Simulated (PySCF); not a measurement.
# H2O3 (trioxidane): a chain of runs

Wanted: a geometry optimisation (HF/6-31+G*), then the harmonic vibrations, then a single-point energy (MP2/pcseg-0), then the vertical excitations (EOM-CCSD/3-21G) of H2O3 (trioxidane). The job is set up through a Python script.

Program for the calculation: PySCF 2.14.0.

## (1) The structure to begin with

The species is H2O3 (5 atoms), meant as a singlet with charge 0. SMILES: `OOO`. All atoms were displaced at random from a relaxed shape. This is a higher conformer, about 11 kJ/mol above the lowest found by a separate search. The run starts from this shape.

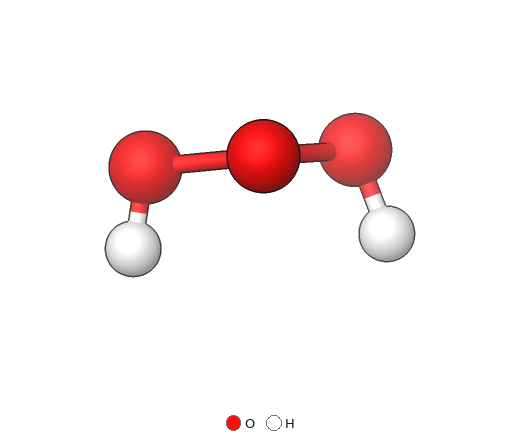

Viewed from a chosen angle; oxygen red, hydrogen white.

## (2) A geometry optimisation at HF/6-31+G(d) (Cartesian functions) (run 1)

Input file input.py:

```python
from pyscf import gto
from pyscf.geomopt.geometric_solver import kernel as optimise

mol = gto.M(
    atom=[
    ('O', (-0.965066, -0.706792, -0.113107)),
    ('O', (-0.206929, 0.068394, 0.723657)),
    ('O', (1.116029, 0.033213, 0.249525)),
    ('H', (-1.379242, -0.047245, -0.647120)),
    ('H', (1.166521, 0.726971, -0.266075)),
],
    verbose=4,
    cart=True,
    basis='6-31+g*',
    max_memory=1860,
)

myscf = mol.RHF()
converged, mol_eq = optimise(myscf, maxsteps=100)
print('converged:', converged)
print(mol_eq.tostring())

myscf.reset(mol_eq)
mol = mol_eq
myscf.kernel()
e_final = myscf.e_tot
print('E = %.10f Eh' % e_final)
```

On the command line:

```console
$ OMP_NUM_THREADS=1 python input.py
```

The log of the run:

```text
PySCF version 2.14.0

[... 48 lines left out ...]
> Convergence Criteria:
[... 17 lines left out ...]
WARN: Mole.unit (angstrom) is changed to Bohr
[... 62 lines left out ...]
Step    0 : Gradient = 8.617e-02/1.389e-01 (rms/max) Energy = -225.5250815279
[... 122 lines left out ...]
converged SCF energy = -225.535714752079
[... 125 lines left out ...]
converged SCF energy = -225.535832473749
[... 123 lines left out ...]
converged SCF energy = -225.535833868115
[... 75 lines left out ...]
Converged! =D
[... 47 lines left out ...]
converged SCF energy = -225.535834025416
E = -225.5358340254 Eh
```

It took 12 s on 1 thread of Intel Xeon at 2.70GHz, shared host; peak memory 0.15 GiB.

Step by step:

```
step  energy from the first frame kept (eV)  largest force (eV/Å)
   0                                 0.0000                7.1440
   1                                -0.2839                0.3568
   2                                -0.2893                0.2158
   3                                -0.2925                0.0304
   4                                -0.2925                0.0100
   5                                -0.2926                0.0199
   6                                -0.2926                0.0139
   7                                -0.2926                0.0047
```

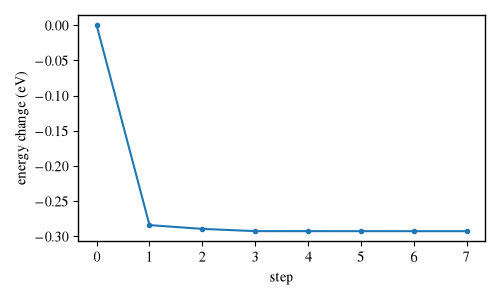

Energy along the run.

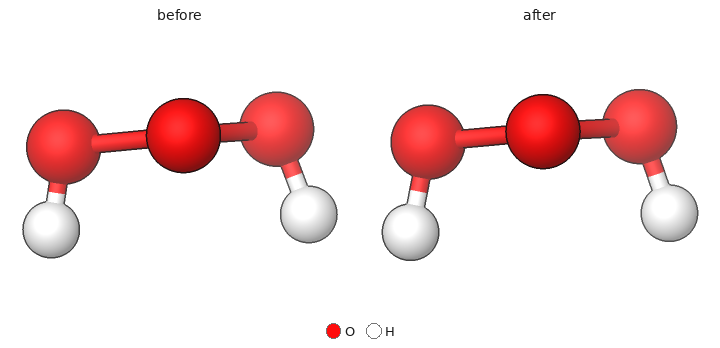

Before and after, at one scale.

After the run. Bond lengths: O1–O2 1.371 Å, O2–O3 1.371 Å, O1–H4 0.951 Å, O3–H5 0.951 Å. Angles: O1–O2–O3 107.7°, O2–O1–H4 104.1°, O2–O3–H5 104.1°.

## (3) Vibrational wavenumbers at HF/6-31+G(d) (Cartesian functions) (run 2)

Input file job.py:

```python
# OOO
from pyscf import gto, symm
from pyscf.hessian import thermo

mol = gto.Mole()
mol.atom = [
    ('O', (-0.956862, -0.502606, -0.352618)),
    ('O', (-0.156804, 0.248874, 0.468921)),
    ('O', (1.121685, 0.184057, -0.022001)),
    ('H', (-1.335859, 0.132702, -0.950802)),
    ('H', (1.208586, 0.973279, -0.546079)),
]
mol.charge = 0
mol.verbose = 4
mol.cart = True
mol.basis = '6-31+g*'
mol.max_memory = 1860
mol.build()

hf = mol.RHF()
hf.kernel()

etot = hf.e_tot
print(f'total energy: {etot:.8f} hartree')
hess = hf.Hessian().kernel()
modes = thermo.harmonic_analysis(mol, hess)
thermo.dump_normal_mode(mol, modes)
symm.geom.TOLERANCE = 1e-3  # for the symmetry number
th = thermo.thermo(hf, modes['freq_au'], 1200, 101325)
thermo.dump_thermo(mol, th)
```

On the command line:

```console
$ OMP_NUM_THREADS=1 python job.py
```

The log of the run:

```text
PySCF version 2.14.0

[... 60 lines left out ...]
converged SCF energy = -225.535834030431
total energy: -225.53583403 hartree
[... 50 lines left out ...]
Gibbs free energy [Eh] -225.63603
```

Run time: 14 s. Hardware: 1 thread of Intel Xeon at 2.70GHz, shared host; peak memory 0.14 GiB.

## (4) The energy at MP2/pcseg-0 (density fitting) (run 3)

Input file input.xyz:

```xyz
5
H2O3
O     -0.986734    -0.694937    -0.082680
O     -0.186588     0.056555     0.738829
O      1.091835    -0.008301     0.247853
H     -1.365919    -0.059507    -0.680664
H      1.178719     0.780731    -0.276458
```

Input file run.py:

```python
# OOO
from pyscf import gto, scf, mp
from pyscf import df

mol = gto.Mole()
mol.atom = 'input.xyz'
mol.max_memory = 1860
mol.verbose = 3
mol.basis = 'pcseg-0'
mol.spin = 0
mol.charge = 0
mol.build()

hf = scf.RHF(mol)
hf = hf.density_fit(auxbasis=df.aug_etb(mol, beta=2.0))
hf.kernel()

pt = mp.MP2(hf, frozen=3).run()
energy = pt.e_tot
print('Final energy', energy)
```

On the command line:

```console
$ OMP_NUM_THREADS=1 python run.py
```

The log of the run:

```text
converged SCF energy = -224.827666150669
E(DFRMP2) = -225.199095513595  E_corr = -0.371429362926541
E(SCS-DFRMP2) = -225.194239433449  E_corr = -0.366573282779814
Final energy -225.19909551359538
```

It took 0.77 s on 1 thread of Intel Xeon at 2.70GHz, shared host; peak memory 0.11 GiB.

## (5) The excited states at EOM-CCSD/3-21G (sfX2C, root kind ee, spin of roots singlet) (run 4)

Input file geometry.xyz:

```xyz
5
H2O3
O     -0.986734    -0.694937    -0.082680
O     -0.186588     0.056555     0.738829
O      1.091835    -0.008301     0.247853
H     -1.365919    -0.059507    -0.680664
H      1.178719     0.780731    -0.276458
```

Input file calc.py:

```python
# OOO
import numpy
from pyscf import gto, cc

mol = gto.M(
    atom='geometry.xyz',
    basis='3-21g',
    cart=True,
    verbose=4,
    max_memory=1860,
)

mf = mol.RHF()
mf = mf.sfx2c1e()
mf.kernel()

mycc = cc.CCSD(mf)
mycc.kernel()
energy = mycc.e_tot
print('Final energy', energy)

e, vec = mycc.eomee_ccsd_singlet(nroots=6)
roots = numpy.atleast_1d(e) * 27.211386
print('EOM-EE-CCSD roots (eV)')
for i, w in enumerate(roots, 1):
    print('%3d %10.4f' % (i, w))
```

On the command line:

```console
$ OMP_NUM_THREADS=1 python calc.py
```

The log of the run:

```text
PySCF version 2.14.0

[... 64 lines left out ...]
converged SCF energy = -224.42718448995
[... 11 lines left out ...]
Init t2, MP2 energy = -224.788949488645  E_corr(MP2) -0.36176499869507
[... 14 lines left out ...]
CCSD converged
[... 1 line left out ...]
Final energy -224.80220626189416
[... 1 line left out ...]
******** <class 'pyscf.cc.eom_rccsd.EOMEESinglet'> ********
max_space = 20
max_cycle = 50
conv_tol = 1e-07
partition = None
EOM-CCSD root 0 E = 0.2824749435672064  qpwt = 0.940817  conv = True
EOM-CCSD root 1 E = 0.3061013555808087  qpwt = 0.939555  conv = True
EOM-CCSD root 2 E = 0.3138671108468343  qpwt = 0.934349  conv = True
EOM-CCSD root 3 E = 0.3217822316545894  qpwt = 0.949247  conv = True
EOM-CCSD root 4 E = 0.3593026164708443  qpwt = 0.95466  conv = True
EOM-CCSD root 5 E = 0.362869765173954  qpwt = 0.938058  conv = True
EOM-EE-CCSD roots (eV)
  1     7.6865
  2     8.3294
  3     8.5408
  4     8.7561
  5     9.7771
  6     9.8742
```

Wall time 6 s (1 thread of Intel Xeon at 2.70GHz, shared host); peak memory 0.15 GiB.

The roots found:

```
excited state  energy (eV)
            1        7.687
            2        8.329
            3        8.541
            4        8.756
            5        9.777
            6        9.874
```

## (6) Results

| quantity | value |
| --- | --- |
| run 1, HF/6-31+G*: total energy at the end | -225.53583 Eh |
| run 1, HF/6-31+G*: dipole moment | 3.64 D |
| run 1, HF/6-31+G*: HOMO energy | -13.49 eV |
| run 1, HF/6-31+G*: LUMO energy | 3.86 eV |
| run 1, HF/6-31+G*: HOMO–LUMO gap | 17.35 eV |
| run 2, HF/6-31+G*: lowest harmonic wavenumber | 213 cm⁻¹ |
| run 2, HF/6-31+G*: highest harmonic wavenumber | 4050 cm⁻¹ |
| run 2, HF/6-31+G*: zero-point energy | 88.6 kJ/mol |
| run 2, HF/6-31+G*: ideal-gas entropy at 1200 K (symmetry number 1 as used) | 85.9 cal/(mol K) |
| run 3, MP2/pcseg-0: total energy | -225.19910 Eh |
| run 3, MP2/pcseg-0: dipole moment (Hartree–Fock density) | 4.20 D |
| run 3, MP2/pcseg-0: HOMO energy (Hartree–Fock orbitals) | -13.50 eV |
| run 3, MP2/pcseg-0: LUMO energy (Hartree–Fock orbitals) | 4.48 eV |
| run 3, MP2/pcseg-0: HOMO–LUMO gap (Hartree–Fock orbitals) | 17.98 eV |
| run 3, MP2/pcseg-0: correlation energy (3 core orbitals frozen) | -371.4 mEh |
| run 4, EOM-CCSD/3-21G: ground-state or mean-field energy | -224.80221 Eh |
| run 4, EOM-CCSD/3-21G: dipole moment (Hartree–Fock density) | 4.03 D |
| run 4, EOM-CCSD/3-21G: HOMO energy (Hartree–Fock orbitals) | -12.96 eV |
| run 4, EOM-CCSD/3-21G: LUMO energy (Hartree–Fock orbitals) | 6.17 eV |
| run 4, EOM-CCSD/3-21G: HOMO–LUMO gap (Hartree–Fock orbitals) | 19.12 eV |
| run 4, EOM-CCSD/3-21G: correlation energy | -375.0 mEh |
| run 4, EOM-CCSD/3-21G: T1 diagnostic | 0.012 |
| run 4, EOM-CCSD/3-21G: lowest singlet excitation energy | 7.69 eV |

**Reading.** The optimisation (run 1, HF/6-31+G*) took 7 steps and changed the energy by -0.293 eV. All 9 modes (run 2, HF/6-31+G*) are real, so the shape is a minimum at this level. Mulliken charges (run 3, MP2/pcseg-0) of the mean-field density run from -0.35 on O1 to +0.41 on H4; they depend strongly on the basis. The basis has no diffuse functions, so Rydberg states are missing or pushed up, and the true lowest state may lie lower.
